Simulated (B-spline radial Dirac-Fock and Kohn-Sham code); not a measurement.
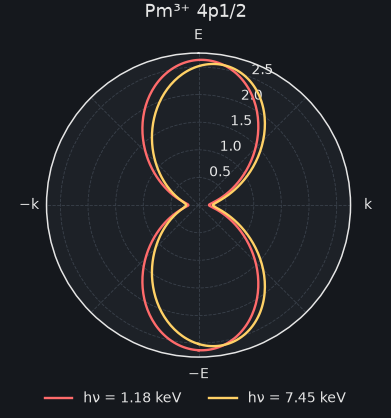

Angular distribution of photoelectrons from N2 (4p1/2) in the plane of the polarisation E (up) and the photon direction k (right), relative to an isotropic one. System: the ion Pm³⁺. Level of theory: a Dirac–Hartree–Slater potential; 1 + βP₂(cos θ) + (δ + γ cos²θ) sin θ cos φ with E1 and E1–E2 terms; calculated with a B-spline radial code. Open shells are averaged over j.

What are β, γ and δ at 7.45 keV?

Answer. β = 1.514, γ = 0.744, δ = 0.018.

Is the pattern at 7.45 keV symmetric between forward and backward?

Answer. No: 45° forward of E it is 1.5 times the value 45° backward, from the non-dipole terms.
